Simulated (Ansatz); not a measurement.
# FH4O4Ta: vertical ionisation energy

How much energy removes an electron from FH4O4Ta at fixed geometry? The cation is run at each level and the neutral's energy taken from earlier runs.

Method: unrestricted cation, the program's frozen cores in correlated methods; program: Ansatz 0.2.0, Gaussian basis.

Plan: UKS PBE-D4/def2-TZVPP; UKS r2SCAN-D4/def2-TZVPP; UKS PBE0-D4/def2-TZVPP; UKS B3LYP-D4/def2-TZVPP; UKS wB97X-V/def2-TZVPP; UKS wB97M-V/def2-TZVPP; UKS B2PLYP/def2-TZVPP; UHF-CCSD(T)/def2-TZVPP; UHF-MP2/def2-QZVPP; extrapolation to the limit; then −ε(HOMO) from the neutral's earlier runs with LDA (SPW92), PBE-D4, revPBE-D4, BLYP-D4, r2SCAN-D4, B97M-V, PBE0-D4, B3LYP-D4, r2SCANh-D4, r2SCAN0-D4, HSE06-D4, BHLYP-D4, CAM-B3LYP-D4, LC-ωPBE, ωB97X-V, ωB97M-V.

## 1. The relaxed structure

All runs share one geometry, relaxed beforehand with PBE0-D4 in a triple-zeta def2 set. Ta takes the def2 core potential; no spin-orbit term is included.

SMILES `[OH][Ta]([OH])([OH])([OH])[F]`, 10 atoms, charge 0, spin multiplicity 1.

Atoms are counted from 1 here; the program's logs count them from 0.

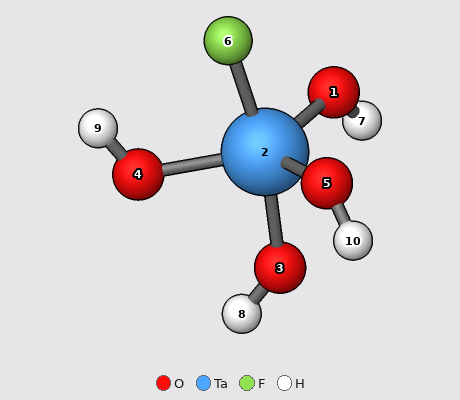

The structure; oxygen red, tantalum blue, fluorine green, hydrogen white; atoms are numbered from 1 in the order of the file.

## 2. Cation, UKS PBE-D4/def2-TZVPP

in.yaml reads:

```yaml
crystal:
  periodic: [false, false, false]
  atoms:
    - {symbol: O, position_ang: [-1.476331, -0.563127, -1.195864]}
    - {symbol: Ta, position_ang: [-0.185573, 0.244741, -0.055310]}
    - {symbol: O, position_ang: [1.016666, -1.236081, -0.149401]}
    - {symbol: O, position_ang: [-0.162663, -0.078551, 1.847630]}
    - {symbol: O, position_ang: [1.029817, 1.451544, -0.883704]}
    - {symbol: F, position_ang: [-1.377916, 1.662640, 0.365539]}
    - {symbol: H, position_ang: [-1.397355, -1.427975, -1.600283]}
    - {symbol: H, position_ang: [1.424251, -1.838324, 0.470483]}
    - {symbol: H, position_ang: [-0.698208, 0.503346, 2.393260]}
    - {symbol: H, position_ang: [1.910410, 1.230387, -1.189350]}
basis:
  gaussian: {orbitals: def2-TZVPP}
total_charge: 1
magnetization: {spin_polarized: true, initial_magnetization: 1}
hamiltonian: {xc: pbe, dispersion: d4}
```

Launch:

```
> ansatz run in.yaml --threads 2 --pin off --events-out ev --progress --plain --max-ram 32768MiB --backend cpu
```

The program printed:

```text
Functional definition: PBE
  name "PBE"
  cite "Perdew, Burke & Ernzerhof, Phys. Rev. Lett. 77, 3865 (1996) doi:10.1103/PhysRevLett.77.3865"
  parent pbe
  parameter kappa = 0.804
  parameter beta = 0.06672455060314922
  exchange = pbe_x(kappa = kappa, mu = beta*pi^2/3)
  correlation = pbe_c(beta = beta)
1333 factors; their error is unknown
mean field evaluation 1: about -12482.6637 eV, gradient 1.0e2 eV
mean field evaluation 2: about -12231.9191 eV, gradient 2.7e2 eV
mean field evaluation 4: about -12503.3644 eV, gradient 5.5e1 eV
mean field evaluation 8: about -12514.5364 eV, gradient 4.2e0 eV
mean field evaluation 16: about -12514.6110 eV, gradient 1.9e-1 eV
mean field evaluation 32: about -12514.6110 eV, gradient 4.6e-4 eV
mean field evaluation 64: about -12514.0126 eV, gradient 6.6e0 eV
mean field -12514.61103436 eV, -459.9034728047 hartree, gradient 4.0e-6 eV, S^2 0.755792; 10 other end points of the search recorded, 0 dependent functions left out
reference -12514.61107911 eV, -459.9034744492 hartree; 29, 28 occupied and 238, 239 virtual orbitals, 1333 factors
Total energy: -12514.77101438 eV, -459.9093519620 hartree
```

Wall time 29 s (2 threads of AMD EPYC 7R13, shared host); peak memory 0.59 GiB.

Less the neutral's -12525.2356 eV (earlier run), this gives 10.465 eV. ⟨S²⟩ = 0.756.

## 3. Cation, UKS r2SCAN-D4/def2-TZVPP

Changes to in.yaml since step 2:

```diff
@@ -17,2 +17,2 @@
 magnetization: {spin_polarized: true, initial_magnetization: 1}
-hamiltonian: {xc: pbe, dispersion: d4}
+hamiltonian: {xc: r2scan, dispersion: d4}
```

Same command.

The program printed:

```text
Functional definition: r2SCAN
  name "r2SCAN"
  cite "Furness, Kaplan, Ning, Perdew & Sun, J. Phys. Chem. Lett. 11, 8208 (2020) doi:10.1021/acs.jpclett.0c02405"
  cite "Furness, Kaplan, Ning, Perdew & Sun, J. Phys. Chem. Lett. 11, 9248 (2020) doi:10.1021/acs.jpclett.0c03077"
  parent r2scan
  parameter k0 = 0.174
  parameter k1 = 0.065
  parameter a1 = 4.9479
  exchange = r2scan_x(k0 = k0, k1 = k1, a1 = a1)
  correlation = r2scan_c
1333 factors; their error is unknown
mean field evaluation 1: about -12492.7839 eV, gradient 9.6e1 eV
mean field evaluation 2: about -12300.1001 eV, gradient 2.5e2 eV
mean field evaluation 4: about -12511.9825 eV, gradient 4.7e1 eV
mean field evaluation 8: about -12520.3664 eV, gradient 6.5e0 eV
mean field evaluation 16: about -12520.5260 eV, gradient 2.1e-1 eV
mean field evaluation 32: about -12520.5261 eV, gradient 6.2e-5 eV
mean field evaluation 64: about -12519.4290 eV, gradient 5.4e0 eV
mean field evaluation 96: about -12520.3939 eV, gradient 8.6e-1 eV
mean field -12520.52613538 eV, -460.1208487577 hartree, gradient 4.5e-6 eV, S^2 0.762600; 10 other end points of the search recorded, 0 dependent functions left out
reference -12520.52615063 eV, -460.1208493181 hartree; 29, 28 occupied and 238, 239 virtual orbitals, 1333 factors
Total energy: -12520.56663649 eV, -460.1223371463 hartree
```

Wall time 57 s (2 threads of AMD EPYC 7R13, shared host); peak memory 0.68 GiB.

The neutral molecule at this level: -12531.2957 eV. Difference: 10.729 eV. ⟨S²⟩ = 0.763.

## 4. Cation, UKS PBE0-D4/def2-TZVPP

Changes to in.yaml since step 3:

```diff
@@ -17,2 +17,2 @@
 magnetization: {spin_polarized: true, initial_magnetization: 1}
-hamiltonian: {xc: r2scan, dispersion: d4}
+hamiltonian: {xc: pbe0, dispersion: d4}
```

Launched as before.

The program printed:

```text
Functional definition: PBE0
  name "PBE0"
  cite "Adamo & Barone, J. Chem. Phys. 110, 6158 (1999) doi:10.1063/1.478522"
  cite "Perdew, Burke & Ernzerhof, Phys. Rev. Lett. 77, 3865 (1996) doi:10.1103/PhysRevLett.77.3865"
  parent pbe
  parameter a = 0.25
  parameter kappa = 0.804
  parameter beta = 0.06672455060314922
  exchange = (1 - a)*pbe_x(kappa = kappa, mu = beta*pi^2/3) + a*exact_x
  correlation = pbe_c(beta = beta)
1404 factors; their error is unknown
mean field evaluation 1: about -12488.8393 eV, gradient 8.8e1 eV
mean field evaluation 2: about -12398.8815 eV, gradient 1.9e2 eV
mean field evaluation 4: about -12511.3260 eV, gradient 1.7e1 eV
mean field evaluation 8: about -12512.2701 eV, gradient 7.6e-1 eV
mean field evaluation 16: about -12512.3114 eV, gradient 2.0e-1 eV
mean field evaluation 32: about -12512.3116 eV, gradient 1.9e-4 eV
mean field -12512.31155828 eV, -459.8189686174 hartree, gradient 9.2e-6 eV, S^2 0.772859; 6 other end points of the search recorded, 0 dependent functions left out
reference -12512.31159210 eV, -459.8189698602 hartree; 29, 28 occupied and 238, 239 virtual orbitals, 1404 factors
Total energy: -12512.44782062 eV, -459.8239761661 hartree
```

Wall time 45 s (2 threads of AMD EPYC 7R13, shared host); peak memory 1.4 GiB.

The neutral molecule at this level: -12523.5934 eV. Difference: 11.146 eV. ⟨S²⟩ = 0.773.

## 5. Cation, UKS B3LYP-D4/def2-TZVPP

Changes to in.yaml since step 4:

```diff
@@ -17,2 +17,2 @@
 magnetization: {spin_polarized: true, initial_magnetization: 1}
-hamiltonian: {xc: pbe0, dispersion: d4}
+hamiltonian: {xc: {name: B3LYP}, dispersion: d4}
```

Launched as before.

The program printed:

```text
Functional definition: B3LYP
  name "B3LYP"
  cite "Stephens, Devlin, Chabalowski & Frisch, J. Phys. Chem. 98, 11623 (1994) doi:10.1021/j100096a001"
  cite "Becke, Phys. Rev. A 38, 3098 (1988) doi:10.1103/PhysRevA.38.3098"
  cite "Lee, Yang & Parr, Phys. Rev. B 37, 785 (1988) doi:10.1103/PhysRevB.37.785"
  cite "Vosko, Wilk & Nusair, Can. J. Phys. 58, 1200 (1980) doi:10.1139/p80-159"
  parameter a0 = 0.2
  parameter ax = 0.72
  parameter ac = 0.81
  exchange = (1 - a0 - ax)*slater_x + ax*b88_x + a0*exact_x
  correlation = (1 - ac)*vwn_rpa_c + ac*lyp_c
1370 factors; their error is unknown
mean field evaluation 1: about -12497.0726 eV, gradient 9.6e1 eV
mean field evaluation 2: about -12364.8072 eV, gradient 2.2e2 eV
mean field evaluation 4: about -12522.2563 eV, gradient 2.7e1 eV
mean field evaluation 8: about -12524.6993 eV, gradient 1.4e0 eV
mean field evaluation 16: about -12524.7351 eV, gradient 2.0e-1 eV
mean field evaluation 32: about -12524.7352 eV, gradient 2.7e-4 eV
mean field -12524.73519836 eV, -460.2755289691 hartree, gradient 1.5e-5 eV, S^2 0.767765; 6 other end points of the search recorded, 0 dependent functions left out
reference -12524.73545356 eV, -460.2755383477 hartree; 29, 28 occupied and 238, 239 virtual orbitals, 1370 factors
Total energy: -12524.99091261 eV, -460.2849262947 hartree
```

Run time: 30 s. Hardware: 2 threads of AMD EPYC 7R13, shared host; peak memory 1 GiB.

The neutral molecule at this level: -12536.1017 eV. Difference: 11.111 eV. ⟨S²⟩ = 0.768.

## 6. Cation, UKS wB97X-V/def2-TZVPP

Changes to in.yaml since step 5:

```diff
@@ -17,2 +17,2 @@
 magnetization: {spin_polarized: true, initial_magnetization: 1}
-hamiltonian: {xc: {name: B3LYP}, dispersion: d4}
+hamiltonian: {xc: {name: wB97X-V}}
```

Launched as before.

The program printed:

```text
Functional definition: wB97X-V
  name "wB97X-V"
  cite "Mardirossian & Head-Gordon, Phys. Chem. Chem. Phys. 16, 9904 (2014) doi:10.1039/C3CP54374A"
  cite "Becke, J. Chem. Phys. 107, 8554 (1997) doi:10.1063/1.475007"
  cite "Vydrov & Van Voorhis, J. Chem. Phys. 133, 244103 (2010) doi:10.1063/1.3521275"
  parameter omega = 0.3/bohr
  parameter cx = 0.167
  parameter cx1 = 0.603
  parameter cx2 = 1.194
  parameter css0 = 0.556
  parameter css1 = -0.257
  parameter cos0 = 1.219
  parameter cos1 = -1.850
  parameter b = 6.0
  parameter c = 0.01
  exchange = spin_sum(e_x_unif_sr(omega)*poly(b97_u_x, 1 - cx, cx1, cx2)) + cx*exact_x_sr(omega) + exact_x_lr(omega)
  correlation = spin_sum(e_c_pw_same_spin*poly(b97_u_same, css0, css1))
      + integral(e_c_pw_opposite_spin*poly(b97_u_opposite, cos0, cos1)) + vv10(b, c)
1355 factors; their error is unknown
299 factors; integrals over basis functions are off by at most 4.8e-6 eV
mean field evaluation 1: about -12499.7476 eV, gradient 7.9e1 eV
mean field evaluation 2: about -12481.7540 eV, gradient 1.1e2 eV
mean field evaluation 4: about -12518.8358 eV, gradient 5.0e0 eV
mean field evaluation 8: about -12518.9318 eV, gradient 2.9e-1 eV
mean field evaluation 16: about -12518.9589 eV, gradient 1.5e-1 eV
mean field evaluation 32: about -12518.8441 eV, gradient 5.5e-1 eV
mean field -12518.97797893 eV, -460.0639550575 hartree, gradient 2.1e-5 eV, S^2 0.775624; 6 other end points of the search recorded, 0 dependent functions left out
reference -12518.97797677 eV, -460.0639549784 hartree; 29, 28 occupied and 238, 239 virtual orbitals, 1355 factors
Total energy: -12518.97797677 eV, -460.0639549784 hartree
```

Run time: 1.8 min. Hardware: 2 threads of AMD EPYC 7R13, shared host; peak memory 1.7 GiB.

The neutral molecule at this level: -12530.5832 eV. Difference: 11.605 eV. ⟨S²⟩ = 0.776.

## 7. Cation, UKS wB97M-V/def2-TZVPP

Changes to in.yaml since step 6:

```diff
@@ -17,2 +17,2 @@
 magnetization: {spin_polarized: true, initial_magnetization: 1}
-hamiltonian: {xc: {name: wB97X-V}}
+hamiltonian: {xc: {name: wB97M-V}}
```

The command is unchanged.

The program printed:

```text
Functional definition: wB97M-V
  name "wB97M-V"
  cite "Mardirossian & Head-Gordon, J. Chem. Phys. 144, 214110 (2016) doi:10.1063/1.4952647"
  cite "Becke, J. Chem. Phys. 107, 8554 (1997) doi:10.1063/1.475007"
  cite "Vydrov & Van Voorhis, J. Chem. Phys. 133, 244103 (2010) doi:10.1063/1.3521275"
  # Of w^i u^j: cxij and so on, Table III.
  parameter omega = 0.3/bohr
  parameter cx = 0.15
  parameter cx01 = 1.007
  parameter cx10 = 0.259
  parameter css00 = 0.443
  parameter css04 = -1.437
  parameter css10 = -4.535
  parameter css20 = -3.390
  parameter css43 = 4.278
  parameter cos00 = 1.000
  parameter cos10 = 1.358
  parameter cos20 = 2.924
  parameter cos21 = -8.812
  parameter cos60 = -1.390
  parameter cos61 = 9.142
  parameter b = 6.0
  parameter c = 0.01
  gx(w, u) = 1 - cx + cx01*u + cx10*w
  gss(w, u) = css00 + css04*u^4 + css10*w + css20*w^2 + css43*w^4*u^3
  gos(w, u) = cos00 + cos10*w + (cos20 + cos21*u)*w^2 + (cos60 + cos61*u)*w^6
  exchange = spin_sum(e_x_unif_sr(omega)*gx(b97_w, b97_u_x)) + cx*exact_x_sr(omega) + exact_x_lr(omega)
  correlation = spin_sum(e_c_pw_mod_same_spin*gss(b97_w, b97_u_same))
      + integral(e_c_pw_mod_opposite_spin*gos(b97_w_opposite, b97_u_opposite)) + vv10(b, c)
1342 factors; their error is unknown
299 factors; integrals over basis functions are off by at most 4.8e-6 eV
mean field evaluation 1: about -12498.7162 eV, gradient 7.9e1 eV
mean field evaluation 2: about -12479.8789 eV, gradient 1.1e2 eV
mean field evaluation 4: about -12518.0965 eV, gradient 5.0e0 eV
mean field evaluation 8: about -12518.1925 eV, gradient 2.8e-1 eV
mean field evaluation 16: about -12518.2146 eV, gradient 1.3e-1 eV
mean field evaluation 32: about -12518.2320 eV, gradient 1.0e-3 eV
mean field evaluation 64: about -12517.7148 eV, gradient 6.8e0 eV
mean field -12518.23196602 eV, -460.0365395890 hartree, gradient 2.2e-5 eV, S^2 0.773857; 6 other end points of the search recorded, 0 dependent functions left out
reference -12518.23201925 eV, -460.0365415451 hartree; 29, 28 occupied and 238, 239 virtual orbitals, 1342 factors
Total energy: -12518.23201925 eV, -460.0365415451 hartree
```

It took 2.3 min on 2 threads of AMD EPYC 7R13, shared host; peak memory 1.8 GiB.

The neutral molecule at this level: -12529.8049 eV. Difference: 11.573 eV. ⟨S²⟩ = 0.774.

(Part 1 of 2 ends here.)
